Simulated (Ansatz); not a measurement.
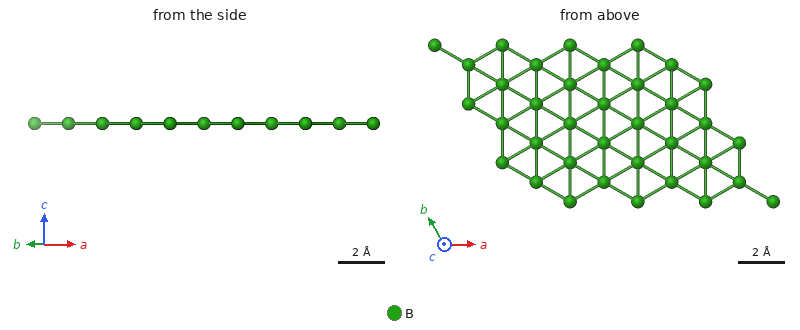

A ball-and-stick picture of a periodic sheet, seen from the side and from above. The surface normal points up in side views; the vacuum is left out. 4×3 cells are drawn in the plane, with atoms at the edges repeated.

The cell holds 3 B.

> How far does the slab extend along the normal?

About 0.0 Å from the lowest to the highest atom.

> How is it built?

B bonds to six B at about 1.7 Å. The bonds build B layers parallel to the surface.

The model was built from a structure type filled with this element by a generator (whether the element takes this form wasn't checked). It was relaxed with DFT PBE, scalar-relativistic, plane waves, PAW in Ansatz.
